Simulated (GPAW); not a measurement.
# A GW chain in GPAW: GaBi (honeycomb monolayer), part 2 of 2

How does a plane-wave GW calculation on GaBi (honeycomb monolayer) run from the first input to the gap?

GPAW 26.7.0; LDA and many-body steps on it, plane waves. Known limits of the many-body steps: not at the basis limit; model gap, bands may invert with spin-orbit coupling; no spin-orbit coupling.

So far. Step 3 (Ground state): The gap is direct, at Γ. Step 4 (Empty states on the mesh, 6×6×1 mesh, 319 bands): On this mesh the gap is 0.202 eV.

### Step 5. Screening and self-energy, 6×6×1 mesh, 143 bands, screening to 48 eV

Now the one-shot GW correction: screening in the RPA, then the self-energy of the levels asked for.

This step: G0W0 on LDA, plane waves, PAW.

Input file run.py:

```python
import json
import numpy as np
from gpaw.mpi import world
from gpaw.response.g0w0 import G0W0

gw = G0W0('full.gpw',
    filename='gw',
    kpts=[0],
    bands=(7, 11),
    ecut=48,
    nbands=143,
    truncation='2D',
    integrate_gamma='sphere',
    q0_correction=True,
    frequencies={'type': 'nonlinear', 'domega0': 0.15, 'omega2': 15.0},
    eta=0.1,
    nblocksmax=True)
gw.calculate()
res = {mode: {k: v for k, v in r.items() if k != 'sigma_eskwn'}
       for mode, r in gw.all_results.items()}

if world.rank == 0:
    with open('result.json', 'w') as f:
        json.dump(res, f, default=lambda x: x.tolist())
```

On the command line:

```
> mpirun -n 4 gpaw python run.py
```

Numbers of over 12 decimals in the logs are rounded to 6 here.

Log:

```text
Using integrator: PointIntegrator
NonLinearFrequencyDescriptor(from 0.000 to 68.588 eV, 159 points)
Nonperiodic BCs:  [False False  True]
Using integrator: PointIntegrator
NonLinearFrequencyDescriptor(from 0.000 to 68.588 eV, 159 points)
Nonperiodic BCs:  [False False  True]
Applying analytical 2D correction to W:
    Evaluating Gamma point contribution to W on a 17x17x1 grid
  ___  _ _ _
 |   || | | |
 | | || | | |
 |__ ||_____|
 |___|

BZ k-points: Symmetries present (total): 6

  [... matrices ...]
36 k-points: 6 x 6 x 1 Monkhorst-Pack grid + [1/12,1/12,0.000000]
7 k-points in the irreducible part of the Brillouin zone
       k-points in crystal coordinates                weights
   0:     0.00000000    0.00000000    0.00000000          1/36
   1:     0.16666667    0.00000000    0.00000000          6/36
   2:     0.33333333   -0.16666667    0.00000000          6/36
   3:     0.33333333    0.00000000    0.00000000          6/36
   4:     0.33333333    0.33333333    0.00000000          2/36
   5:     0.50000000    0.33333333    0.00000000         12/36
   6:     0.50000000    0.50000000    0.00000000          3/36

Distributing spins, k-points and bands (1 x 1 x 4) over 1 process
Number of blocks: 4

Quasi particle states:
k-points (IBZ indices): [0]
Band range: (7, 11)
  [... matrices ...]
Computational parameters:
Plane wave cut-off: 48 eV
Number of bands: 143
Coulomb cutoff: 2D
Broadening: 0.1 eV

fxc modes: GW
Kernel: RPA
Using full-frequency real axis integration
Summing all q:

Calculating screened Coulomb potential
2D Coulomb truncation
NonLinearFrequencyDescriptor(from 0.000 to 68.588 eV, 159 points)
Removing empty qpoint cache files...

Calculating chi0 body with:
    Ground state adapter containing:
    Number of spins: 1
    Number of kpoints: 36
    Number of irreducible kpoints: 7
    Number of completely occupied states: 9
    Number of partially occupied states: 9
    Occupied states memory: 4.4296875 M / cpu

    Linear response parametrization:
    q_c: [1.3877787807814457e-17, 1.3877787807814457e-17, 0.0]
    Number of frequency points: 159
    Planewave cutoff: 48.0
    Number of bands: 143
    Number of planewaves: 151
    Broadening (eta): 0.1
    comm.size: 4
    kncomm.size: 1
    blockcomm.size: 4

    Memory estimate of potentially large arrays:
        chi0_wGG: 13.829647 M / cpu
Integrating chi0 body.

Symmetries of q_c:
    Direct symmetries (Uq -> q): 6
    Indirect symmetries (TUq -> q): 6
In total 12 allowed symmetries.

  [... matrices ...]
7 groups of equivalent kpoints. 80.555556% reduction.

Integral kind: spectral function
Integrating chi0 head and wings.

Symmetries of q_c:
    Direct symmetries (Uq -> q): 6
    Indirect symmetries (TUq -> q): 6
In total 12 allowed symmetries.

  [... matrices ...]
7 groups of equivalent kpoints. 80.555556% reduction.

Integral kind: spectral function wings

Calculating chi0 body with:
    Ground state adapter containing:
    Number of spins: 1
    Number of kpoints: 36
    Number of irreducible kpoints: 7
    Number of completely occupied states: 9
    Number of partially occupied states: 9
[... the further q-points ...]

Results:
f:      Occupation numbers
eps:     KS-eigenvalues [eV]
vxc:     KS vxc [eV]
exx:     Exact exchange [eV]
sigma:   Self-energies [eV]
dsigma:  Self-energy derivatives
Z:       Renormalization factors
qp:      QP-energies [eV]

k-point 0 (0): (0.000, 0.000, 0.000)                GW
band       f     eps     vxc     exx   sigma  dsigma       Z      qp
                                                                   GW
   7   1.000  -1.861 -14.160 -14.918   0.969  -0.493   0.670  -1.719
   8   1.000  -1.861 -14.160 -14.918   0.969  -0.493   0.670  -1.719
   9   0.000  -1.659 -13.109 -10.001  -2.052  -0.509   0.663  -0.959
  10   0.000   0.739  -6.782  -3.567  -2.909  -0.540   0.649   0.938
```

Wall time 49 s (4 MPI ranks of Arm Neoverse V1, shared host); peak memory 1.6 GiB.

Numbers from this step:

```
G0W0 gap on the points computed              : 0.7606 eV
least direct G0W0 gap on the computed points : 0.7606 eV
Z at the valence top                         : 0.6699
Z at the conduction bottom                   : 0.6627
starting gap on the mesh                     : 0.2021 eV
k of the valence top                         : 0, 0, 0
k of the conduction bottom                   : 0, 0, 0
```

The gap on the mesh goes from 0.20 eV to 0.76 eV, a correction of +0.56 eV.

Limits: finite bands, cutoff and mesh; model gap, bands may invert with spin-orbit coupling; no spin-orbit coupling. v1 is the top filled band, c1 the lowest empty one. The levels before and after the correction (eV, zero at the valence-band top of each column):

```
           conduction bottom  valence top
Kohn-Sham               0.20         0.00
     G0W0               0.76         0.00
```

```
             level  energy (eV)
Kohn-Sham  Γ v2-v1        0.000
Kohn-Sham     Γ c1        0.202
Kohn-Sham     Γ c2        2.600
     G0W0  Γ v2-v1        0.000
     G0W0     Γ c1        0.761
     G0W0     Γ c2        2.657
```

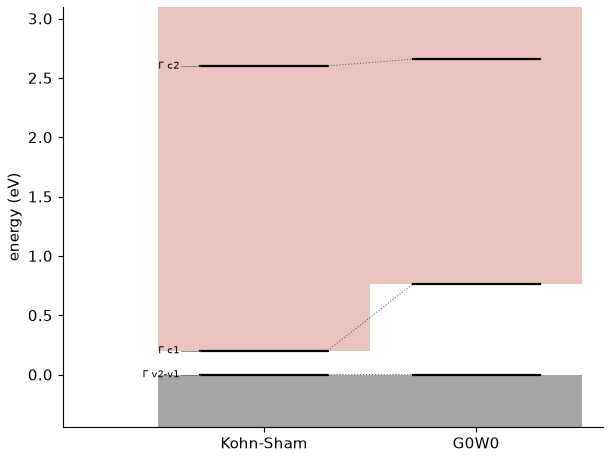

Levels before and after the correction. Shaded: valence and conduction bands.

### Step 6. Where the time went

Times are wall times on 4 MPI ranks of Arm Neoverse V1, shared host, good to a factor of about two.

```
                     step     time  share  memory (GiB)
               relaxation     42 s   16 %           1.0
             ground state    6.9 s    3 %          0.72
 empty states on the mesh  2.7 min   63 %           5.5
screening and self-energy     49 s   19 %           1.6
```

### Step 7. What came out

| Quantity | Value |
| --- | --- |
| LDA gap | 0.20 eV, direct |
| G0W0 gap on the mesh | 0.76 eV |
| GW settings | 6×6×1 mesh, 143 bands, screening to 48 eV, full frequency, Hilbert transform |
| known limits | not at the basis limit; model gap, bands may invert with spin-orbit coupling; no spin-orbit coupling |

G0W0 moves the gap on the mesh from 0.20 eV to 0.76 eV (+0.56 eV), with Z of 0.67 and 0.66 at the edges. Only 1 of the mesh's irreducible points was corrected, so a valley elsewhere could overtake. The dearest step here is «empty states on the mesh». Bands and cutoff are finite, so the gap is not at the basis limit. The miss can reach some tenths of an eV and take either sign; the mesh is an error of its own. These stock PAW sets were not made for GW; the filled d or f shell of Ga lies in the frozen core, which bears on start and correction. In the G0W0 run levels were corrected at 1 k point alone, so a gap called «on the mesh» is the least over those, and an edge elsewhere would be missed. Where an edge is built on 6p states of lead, bismuth or thallium, scalar-relativistic gaps usually stand too wide, by a few tenths to over one eV. With atoms this heavy and so narrow a gap, spin-orbit coupling can invert the bands. These scalar-relativistic gaps are then model values, not to be set against experiment, and a spin-orbit change taken from DFT can't simply be added.

[Paths, hosts, dates, memory and timing lines, banners, echoed tables and standing remarks are left out of the program output.]

[Logs are printed without paths, hosts, clocks, repeated set-up lines and the standing remarks that a program may print on its own settings, such as how far it seeks lower states.]

[Runs of the session that timed out or met a known fault of the program may be left out.]

[Hosts, paths, dates, database ids (printed as entryN), source tags and the programs' standing remarks are cut or masked in the printed files.]
